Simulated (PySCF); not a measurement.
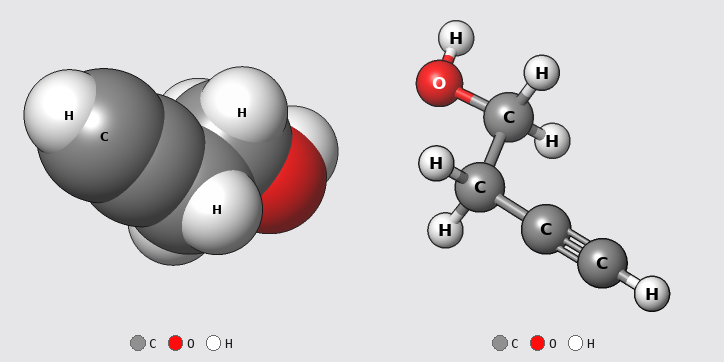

Both panels show the same species.

The computed structure is the end point of a PBE0-D3(BJ)/def2-SVP optimisation. No frequency run is at hand to confirm it as a minimum.

**Which formula does it have?**

C₄H₆O, 11 atoms: 4 carbon, 6 hydrogen and 1 oxygen.

**Give a SMILES string for it.**

C#CCCO

More results for the same structure follow; atom numbers are the same in all pictures, views and colours differ.

### Geometry

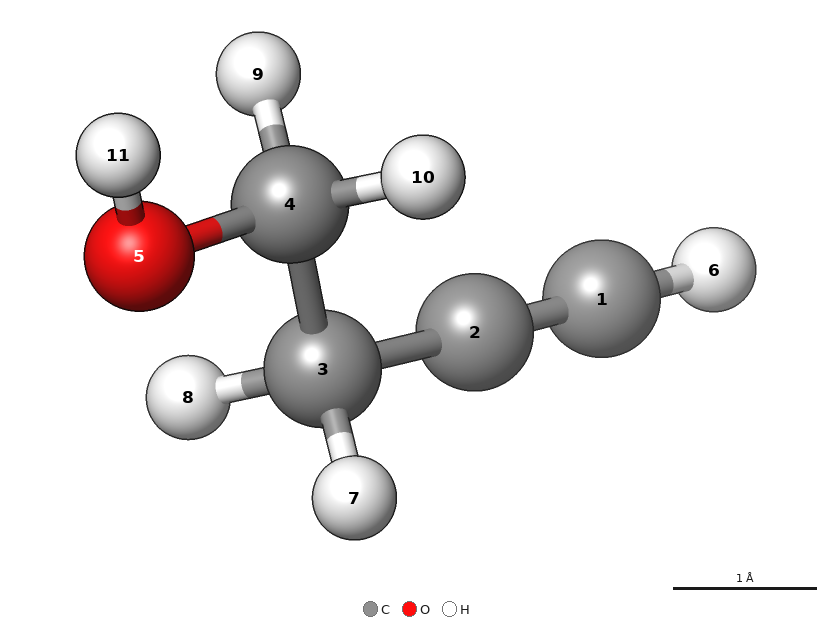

Numbered structure. No frequency run is at hand to confirm it as a minimum.

**What is the geometry at C4?**

C4 has 4 neighbours (C3 at 1.52, O5 at 1.40, H9 at 1.11, H10 at 1.11 Å); the arrangement is tetrahedral.

**Describe the coordination of atom 3.**

C3 has 4 neighbours (C2 at 1.46, C4 at 1.52, H7 at 1.10, H8 at 1.10 Å); the arrangement is tetrahedral.

**What is the geometry at O5?**

O5 has 2 neighbours (C4 at 1.40, H11 at 0.96 Å); the arrangement is bent.

**Describe the coordination of atom 1.**

C1 has 2 neighbours (C2 at 1.21, H6 at 1.07 Å); the arrangement is linear.

**What is the dihedral angle C2–C3–C4–O5?**

179° in size, that is anti.

### Charges

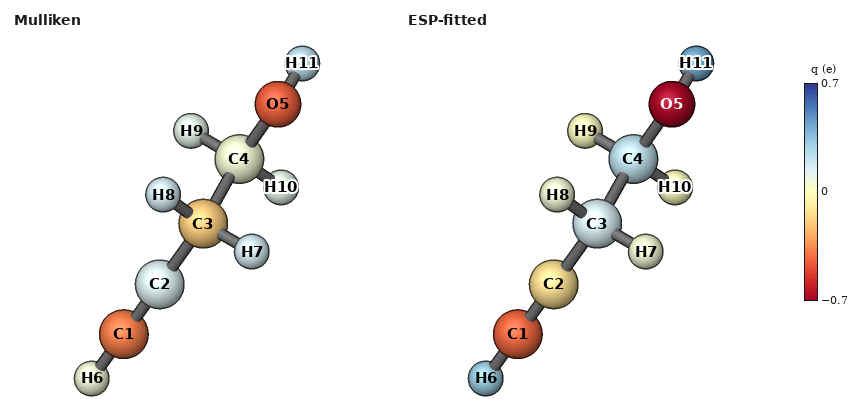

Atomic charges of one calculation by 2 schemes, on one colour scale. No frequency run is at hand to confirm it as a minimum. Computed with PBE0/pcSseg-1 (PySCF 2.14.0).

**Which scheme gives the most polar picture (largest mean size of the charges)?**

The ESP-fitted charges are the largest in size here.

**On which atom do the schemes disagree most?**

On C3 (from −0.19 to 0.15 e).

List the charges (e), one line for each set of equivalent atoms. Atoms whose distances differ by more than 0.02 Å in this geometry are listed apart.

```json
{"atom": "C1", "Mulliken": "−0.38", "ESP-fitted": "−0.43"}
{"atom": "C2", "Mulliken": "0.13", "ESP-fitted": "−0.13"}
{"atom": "C3", "Mulliken": "−0.19", "ESP-fitted": "0.15"}
{"atom": "C4", "Mulliken": "0.05", "ESP-fitted": "0.21"}
{"atom": "O5", "Mulliken": "−0.44", "ESP-fitted": "−0.68"}
{"atom": "H6", "Mulliken": "0.06", "ESP-fitted": "0.31"}
{"atom": "H7, H8", "Mulliken": "0.16", "ESP-fitted": "0.06"}
{"atom": "H9", "Mulliken": "0.11", "ESP-fitted": "0.01"}
{"atom": "H10", "Mulliken": "0.11", "ESP-fitted": "0.01"}
{"atom": "H11", "Mulliken": "0.23", "ESP-fitted": "0.42"}
```

### Levels of theory compared

No frequency run is at hand to confirm it as a minimum. Program: PySCF 2.14.0.

Compare HOMO energy (eV), HOMO–LUMO gap (eV) at these levels: B3LYP/pcJ-1; PBE/pcSseg-2; PBE0/def2-SVPD; PBE0/pcSseg-1.

| level | HOMO energy (eV) | HOMO–LUMO gap (eV) |
| --- | --- | --- |
| B3LYP/pcJ-1 | −7.48 | 8.38 |
| PBE/pcSseg-2 | −6.48 | 6.15 |
| PBE0/def2-SVPD | −7.77 | 8.25 |
| PBE0/pcSseg-1 | −7.74 | 8.89 |

### Excitation

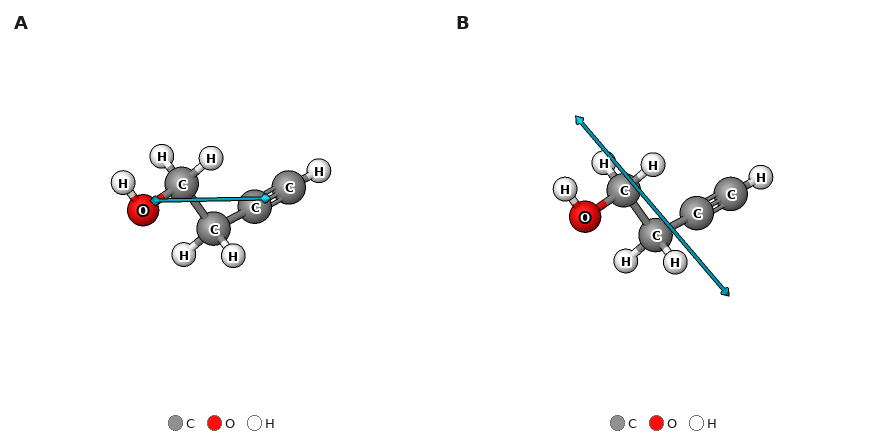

The double arrows show the directions of two transition dipoles from the ground state (lengths mean nothing). No frequency run is at hand to confirm it as a minimum. Level of theory: TDDFT PBE0/def2-SVPD, vertical, gas phase, core orbitals frozen in the response (PySCF 2.14.0).

**One belongs to singlet state 5 and one to singlet state 8. Which is which?**

A: state 5, 7.38 eV (168 nm), oscillator strength 0.017, mainly HOMO → LUMO (weight 0.79).
B: state 8, 7.75 eV (160 nm), oscillator strength 0.033, of mixed character, with the largest part HOMO−1 → LUMO+3 (weight 0.47).

Mulliken values depend strongly on the basis set and can even reverse the polarity of a bond.
